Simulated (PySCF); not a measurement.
C$_{2}$H$_{7}$ClSi$_{2}$ (SMILES [SiH3]/C=C(\[SiH3])Cl)

```yaml
atoms:
  - { symbol: Si, position_ang: [1.8854, -0.3999, 0.0165] }
  - { symbol: C, position_ang: [0.6506, 1.0175, -0.0686] }
  - { symbol: C, position_ang: [-0.6686, 0.8921, -0.0569] }
  - { symbol: Si, position_ang: [-1.7762, -0.6370, 0.0489] }
  - { symbol: Cl, position_ang: [-1.6604, 2.3366, -0.1576] }
  - { symbol: H, position_ang: [1.7287, -1.2798, -1.1433] }
  - { symbol: H, position_ang: [1.7032, -1.1616, 1.2536] }
  - { symbol: H, position_ang: [3.2248, 0.1941, 0.0014] }
  - { symbol: H, position_ang: [1.0716, 2.0151, -0.1372] }
  - { symbol: H, position_ang: [-2.5501, -0.7000, -1.1914] }
  - { symbol: H, position_ang: [-2.6617, -0.4480, 1.1979] }
  - { symbol: H, position_ang: [-0.9461, -1.8297, 0.2107] }
```

Geometry: GFN2-xTB.

These are results of PySCF, PBE0/pcSseg-1, SCF density, gas phase, non-relativistic, not measurements.

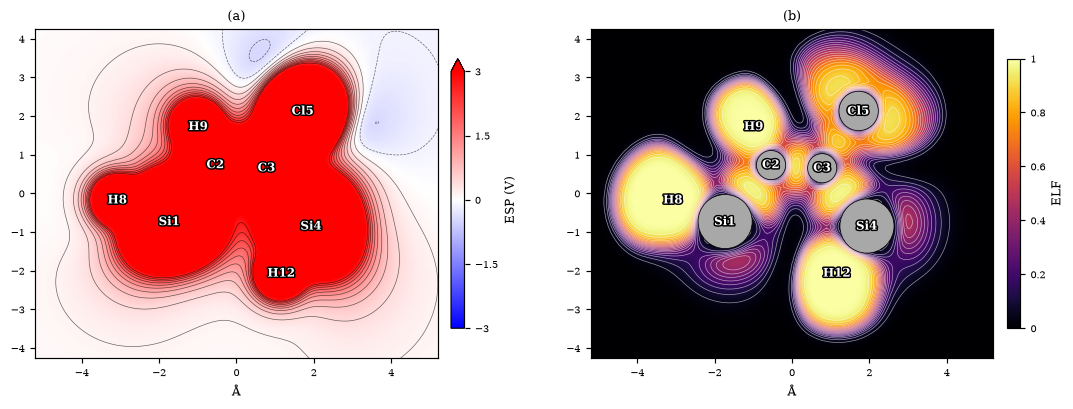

Figure 1. (a) electrostatic potential; (b) ELF on the plane of atoms C2, C3 and Si4. Grey discs cover the atomic cores in the ELF map.

Describe what can be read from this map.

- The section cuts through Si, C, Cl and H sites.
- C–C (1.33 Å): the ELF peaks at about 0.95 between the atoms (a short, multiple covalent bond).
- C–Cl (1.76 Å): the ELF peaks at about 0.90 between the atoms (localised, covalent bonding).
- C–Si (1.88 Å): the ELF peaks at about 0.95 between the atoms, as expected for localised, covalent bonding.
- C–H (1.08 Å): the ELF climbs to about 1 towards the hydrogen, as it does in any bond to H; a covalent bond by its length.
- Si–H (1.46 Å): the ELF climbs to about 1 towards the hydrogen.
- The ELF also peaks beside Cl5, away from the bonds: lone-pair regions.
- Outside the dense part of the molecule the potential is most negative (−0.5 V) near Cl5.

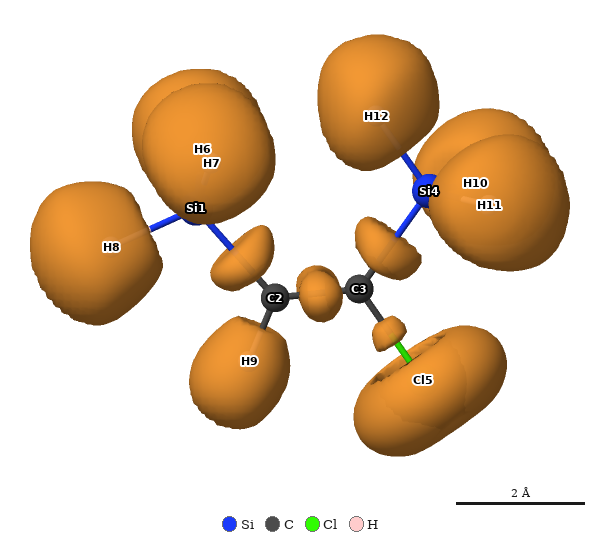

Figure 2. Isosurface of the electron localisation function at 0.8 (orange), seen across its widest extent. Core shells and regions of very low density are left out.

What do the ELF domains correspond to?

The surface consists of one region between bonded C–C atoms (shared pairs), one region between bonded C–Cl atoms (shared pairs), two regions between bonded C–Si atoms (shared pairs), seven regions around hydrogen nuclei and one ring or bowl of non-bonding electrons around Cl.

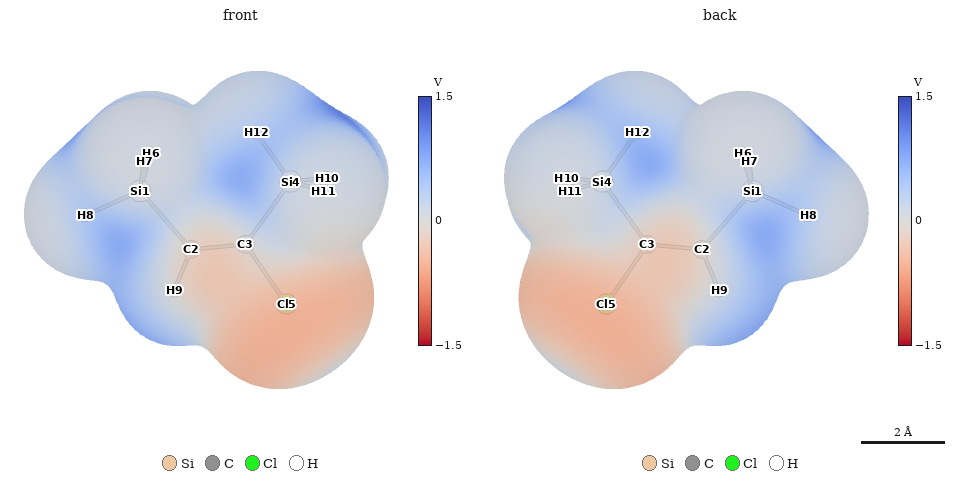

Figure 3. The molecular electrostatic potential painted on the density surface at 0.001 e/bohr³, seen from the front and from behind; red is negative and blue positive.

Describe the electrostatic potential map.

The most negative region (about −0.5 V) lies over Cl5, the most positive (about +1.0 V) over Si4.
